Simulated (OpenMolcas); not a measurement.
## Exact exchange and the HOMO–LUMO gap of Si2H5Cl

Si2H5Cl: 8 atoms, total charge 0, spin state singlet. As SMILES, `[SiH3][SiH2]Cl`. The coordinates come from a PBE0-D4/def2-TZVP relaxation.

The HOMO–LUMO gap y, in eV, basis cc-pVDZ; a is the functional's share of exact exchange. Programs: OpenMolcas 26.06.

```
functional     program     a  y (eV)
      TPSS  OpenMolcas     0    6.11
    revPBE  OpenMolcas     0    5.81
     B3LYP  OpenMolcas   0.2    7.44
      PBE0  OpenMolcas  0.25       ?
     BHLYP  OpenMolcas   0.5    9.90
```

Question: Fit y = c + s·a to the known rows and predict PBE0.

Answer: 
1. Means of the 4 rows: a = 0.1750, y = 7.315.
2. Σ(Δa)² = 0.1675, Σ(Δa·Δy) = 1.3175, so the slope is 1.3175/0.1675 = 7.8657.
3. Intercept: 7.315 − (7.8657) × 0.1750 = 5.939. The largest residual of the fit is 0.17.
4. PBE0: 5.939 + (7.8657) × 0.25 = 7.91 eV.

The run gave 7.81 eV, so the prediction is off by +0.10 eV, within the largest residual. Exact exchange lowers occupied levels and raises empty ones. The rows mix families of semi-local functionals, which the line can't see.

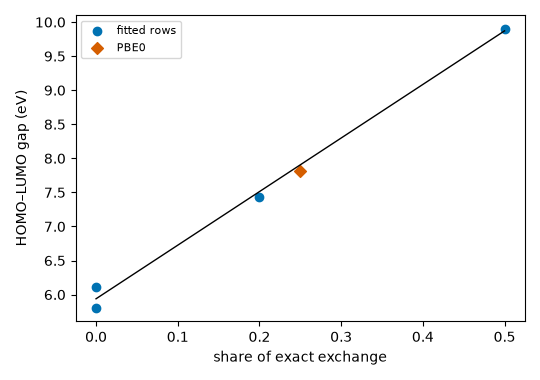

The fitted line, with the withheld row.
